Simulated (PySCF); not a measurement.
# H3NO (hydroxylamine): levels of theory compared

Wanted: a comparison of 3 runs (PBE0/STO-3G, r2SCAN/STO-3G, MP2/STO-3G) of H3NO (hydroxylamine). Input form: a Python script.

Program for the calculation: PySCF 2.14.0.

2 further runs of the same task are left out: 2 set aside as unsound or not needed.

## (1) Starting point

H3NO: 5 atoms, total charge 0, spin state singlet. As SMILES, `NO`. The O2–H5 distance was set to 1.450 Å, away from the relaxed value. At this shape a bond of the SMILES string is far longer than usual.

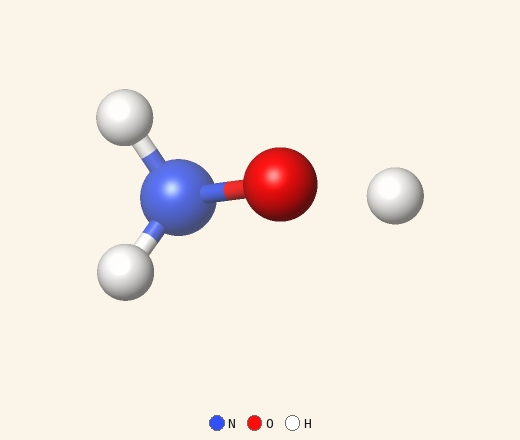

Viewed from a chosen angle; nitrogen blue, oxygen red, hydrogen white.

## (2) The energy at PBE0/STO-3G (run 1)

File run.py:

```python
from pyscf import gto, dft

mol = gto.M(
    atom='''
N       -0.555832      -0.535615      -0.062327
O       -0.005192       0.505075       0.752353
H       -0.538692      -1.375315       0.515853
H       -1.533612      -0.283485      -0.204027
H        1.125640       1.012630       0.000530
''',
    charge=0,
    max_memory=1860,
    verbose=3,
    basis='sto-3g',
    spin=0,
)

mf = dft.RKS(mol, xc='pbe0')
mf.conv_tol = 1e-10
mf.grids.level = 5
mf.kernel()
if not mf.converged:
    mf = mf.newton().run(mf.mo_coeff, mf.mo_occ)

e_final = mf.e_tot
print('Final energy', e_final)
```

Command:

```
$ OMP_NUM_THREADS=1 python run.py
```

The log of the run:

```text
converged SCF energy = -129.720679584514
Final energy -129.7206795845141
```

Run time: 4.5 s. Hardware: 1 thread of Intel Xeon Platinum 8375C at 2.90GHz (Ice Lake), shared host; peak memory 0.17 GiB.

## (3) A single-point energy at r2SCAN/STO-3G (run 2)

File input.py:

```python
from pyscf import gto, dft

mol = gto.M(
    atom=[
    ('N', (-0.555832, -0.535615, -0.062327)),
    ('O', (-0.005192, 0.505075, 0.752353)),
    ('H', (-0.538692, -1.375315, 0.515853)),
    ('H', (-1.533612, -0.283485, -0.204027)),
    ('H', (1.125640, 1.012630, 0.000530)),
],
    basis='sto-3g',
    max_memory=1860,
    spin=0,
    verbose=3,
)

myscf = dft.RKS(mol, xc='r2scan')
myscf.conv_tol = 1e-10
myscf.grids.level = 5
myscf.kernel()
if not myscf.converged:
    myscf = myscf.newton().run(myscf.mo_coeff, myscf.mo_occ)

etot = myscf.e_tot
print('E = %.10f Eh' % etot)
```

Command:

```
$ OMP_NUM_THREADS=1 python input.py
```

The log of the run:

```text
converged SCF energy = -129.799955190048
E = -129.7999551900 Eh
```

Run time: 6 s. Hardware: 1 thread of Intel Xeon Platinum 8375C at 2.90GHz (Ice Lake), shared host; peak memory 0.18 GiB.

## (4) The energy at MP2/STO-3G (run 3)

File calc.py:

```python
from pyscf import gto, scf, mp

mol = gto.Mole()
mol.atom = '''
N     -1.050370    -1.012166    -0.117781
O     -0.009811     0.954453     1.421741
H     -1.017980    -2.598969     0.974821
H     -2.898107    -0.535709    -0.385555
H      2.127151     1.913593     0.001002
'''
mol.verbose = 3
mol.unit = 'bohr'
mol.basis = 'sto-3g'
mol.max_memory = 1860
mol.build()

myscf = scf.RHF(mol)
myscf.conv_tol = 1e-10
myscf.kernel()
if not myscf.converged:
    myscf = myscf.newton().run(myscf.mo_coeff, myscf.mo_occ)

pt = mp.MP2(myscf, frozen=2).run()
e_tot = pt.e_tot
print(f'total energy: {e_tot:.8f} hartree')
```

Command:

```
$ OMP_NUM_THREADS=1 python calc.py
```

The log of the run:

```text
converged SCF energy = -129.151105282843
E(RMP2) = -129.264828977467  E_corr = -0.113723694623933
E(SCS-RMP2) = -129.278942455368  E_corr = -0.127837172524875
total energy: -129.26482898 hartree
```

Run time: 0.72 s. Hardware: 1 thread of Intel Xeon Platinum 8375C at 2.90GHz (Ice Lake), shared host; peak memory 0.12 GiB.

## (5) All runs side by side

```csv
run,level,integration grid,frozen core orbitals,energy (Eh),dipole moment (D) of the reference,HOMO energy (eV),LUMO energy (eV),wall time
1,PBE0/STO-3G,5,–,-129.720680,0.96,-4.11,2.91,4.5 s
2,r2SCAN/STO-3G,5,–,-129.799955,1.06,-2.77,1.74,6 s
3,MP2/STO-3G,–,2,-129.264829,0.75,-8.36,7.92,0.72 s
```

## (6) Results

| quantity | value |
| --- | --- |
| run 3: total energy | -129.26483 Eh |
| run 3: dipole moment (Hartree–Fock density) | 0.75 D |
| run 3: HOMO energy (Hartree–Fock orbitals) | -8.36 eV |
| run 3: LUMO energy (Hartree–Fock orbitals) | 7.92 eV |
| run 3: HOMO–LUMO gap (Hartree–Fock orbitals) | 16.28 eV |
| run 3: correlation energy (2 core orbitals frozen) | -113.7 mEh |

**Reading.** Totals of different functionals can't be ranked against each other. In runs 1, 2, 3 the basis is minimal, so the values are rough. All runs together took 11 s, the longest 6 s.
